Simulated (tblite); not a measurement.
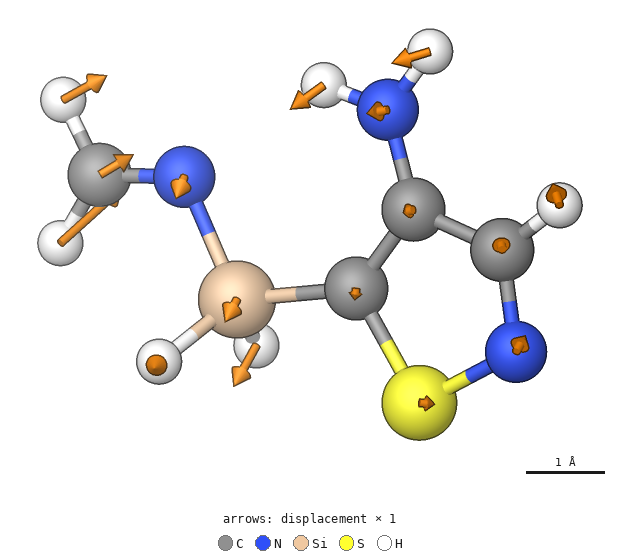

A relaxation of C4H7N3SSi. The starting structure is drawn; orange arrows show the displacements, at their true length. The two geometries are superimposed by the best rigid fit.

Style: ball-and-stick. Shown at a tilt.

All numbers below come from tblite, GFN2-xTB geometry optimisation, gas phase. 

Q: Which element moves most?

A: Hydrogen: up to 1.23 Å, against 0.53 Å for carbon.

Q: What happened in the run?

A: The energy falls by 9.45 kcal/mol in 149 geometry steps. The atom that moves furthest after the best rigid fit is an H atom (1.23 Å). Largest moves by element: H 1.23 Å, C 0.53 Å, N 0.41 Å, Si 0.41 Å, S 0.22 Å. Some distances before and after: C–N 1.300 → 1.247 Å, C–N 1.339 → 1.377 Å, C–N 1.334 → 1.304 Å, N–S 1.659 → 1.630 Å. Among the angles between lasting bonds that change: C–N–Si 114.9° → 132.7°, N–Si–H 108.2° → 117.8°, C–N–H 123.9° → 115.1°. Groups turn about N–Si by about 50°.
